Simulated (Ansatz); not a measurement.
# Profile along the C–Zr line in ZrC (rock salt)

ZrC (rock salt)

```
CELL_PARAMETERS angstrom
      0.00000     2.33447     2.33447
      2.33447     0.00000     2.33447
      2.33447     2.33447     0.00000
ATOMIC_POSITIONS crystal
  C  0.00000 0.00000 0.00000
  Zr 0.50000 0.50000 0.50000
```

Fields along a shortest C–Zr line of a {100} plane (2.33 Å), from C to Zr, interpolated on the slice's grid (step about 0.2 Å). All values below come from PBEsol (plane waves to 420 eV, PAW, scalar-relativistic; Ansatz, a program for electronic structure). k mesh 17×17×17. Near the nuclei the fields are pseudised (PAW); where an atom keeps semicore shells as valence, they peak there. ZrC is run without spin polarisation. ZrC was relaxed with its symmetry unable to fall.

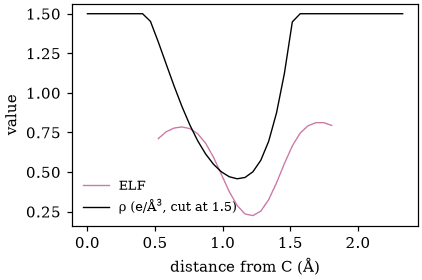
*ELF (away from the nuclei) and valence density from C to Zr.*

Density on the C–Zr line (2.33 Å) at its density minimum, 1.1 Å from C: 0.46 e/Å³. ELF at that point: 0.3.
